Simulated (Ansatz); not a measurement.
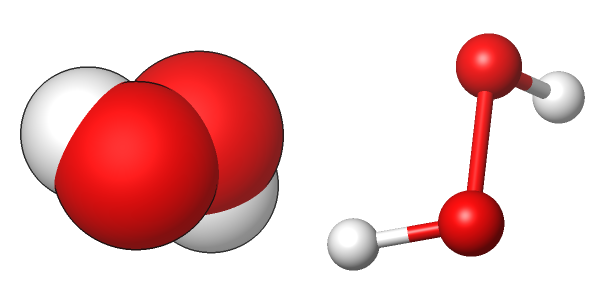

Two views of one molecule. Colours: hydrogen white, oxygen red.

Question: Count the atoms of each element.

Answer: H₂O₂, 4 atoms: 2 hydrogen and 2 oxygen.

Question: Count the bonded pairs by element.

Answer: 2 O–H, 1 O–O. Sticks follow a distance rule.

The parts below concern this one geometry. Atoms keep their numbers from picture to picture. The computed structure is the end point of a PBE0-D4/def2-TZVP optimisation.

**Shape**

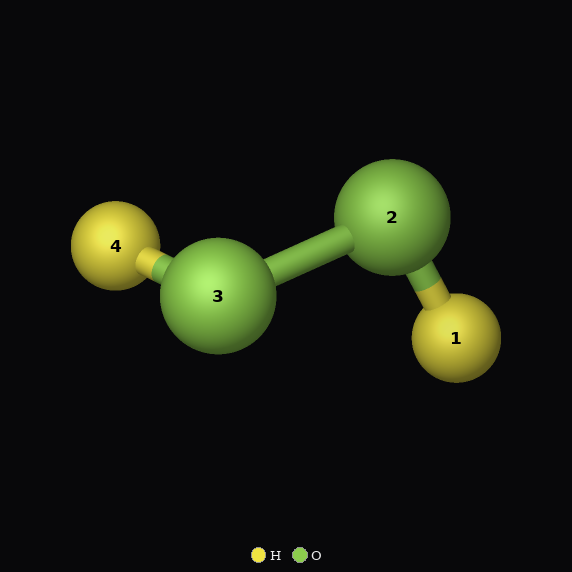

Atoms carry their numbers in the input.

Which atoms are bonded, and how long are the bonds?

```tsv
bond	length (Å)
H1–O2	0.965
O2–O3	1.426
O3–H4	0.965
```

**Electronic properties**

Level of theory: CCSD(T)/CBS estimate, frozen core: CCSD(T) correlation extrapolated from def2-TZVPP and def2-QZVPP (Ansatz 0.2.0).

Question: Estimate the T1 diagnostic.

Answer: 0.011.

**Vibrations**

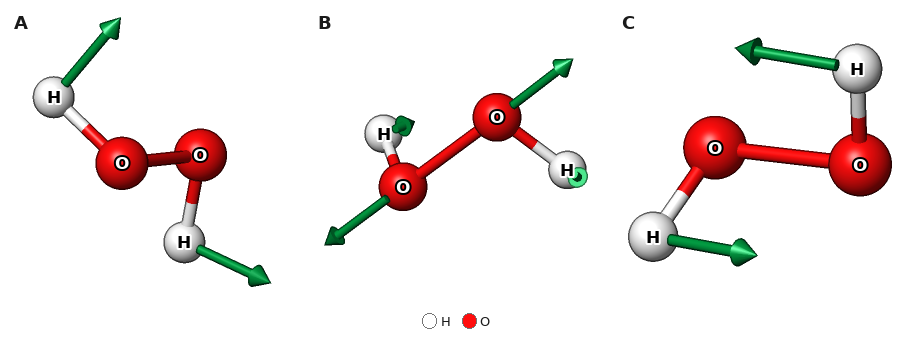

3 normal modes of one molecule or complex, as arrows. Harmonic vibrations computed with RKS PBE0-D4/def2-TZVP (Ansatz 0.2.0) at a stationary point of the same level.

Question: Match the panels to the wavenumbers 394 cm⁻¹, 1008 cm⁻¹, 1464 cm⁻¹.

Answer: A: 394 cm⁻¹, a torsion or out-of-plane motion in which bond lengths and bond angles hardly change
B: 1008 cm⁻¹, O–O stretching
C: 1464 cm⁻¹, H–O–O bending

**Charges**

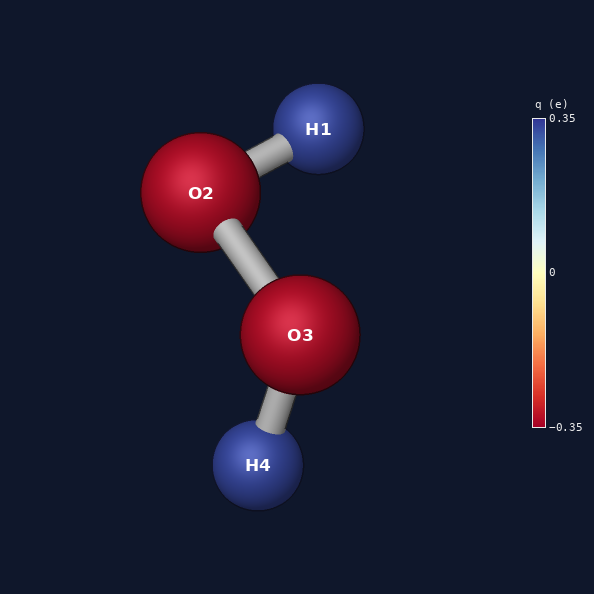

Atoms are coloured by their Mulliken charges. Properties computed with RKS PBE0-D4/def2-TZVP (Ansatz 0.2.0).

List the Mulliken charges.

| atom | value (e) |
| --- | --- |
| H1 | 0.33 |
| O2 | −0.33 |
| O3 | −0.33 |
| H4 | 0.33 |

Mulliken values depend strongly on the basis set and can even reverse the polarity of a bond.
